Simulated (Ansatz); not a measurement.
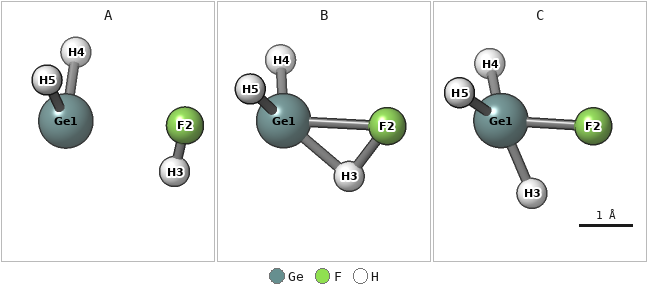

3 geometries from a converged minimum-energy path of GeH$_{3}$F, shuffled. Style: ball-and-stick. Shown at a tilt.

Level of theory: RKS B3LYP-D4/def2-SVP in Ansatz. Set-up: 7 movable images; climbing image; force threshold 0.05 eV/Å; iteration limit 60; starting path through a guess of the saddle point.

> Which of them lies highest in energy?

B. In order along the path, whose images run from 0 to 8: C (image 3, +125.7 kJ/mol), B (image 5, +255.1 kJ/mol), A (image 7, +187.6 kJ/mol). Breaking: Ge1–F2 (1.75 → 2.04 at the top → 2.37 Å), Ge1–H3 (1.54 → 1.64 at the top → 2.70 Å). Forming: F2–H3 (2.64 → 1.27 at the top → 0.93 Å).

Cost: 89 s on 1 thread of AMD EPYC 7R43 64-Core Processor (Zen 3), on a shared host, peak memory 0.13 GiB.
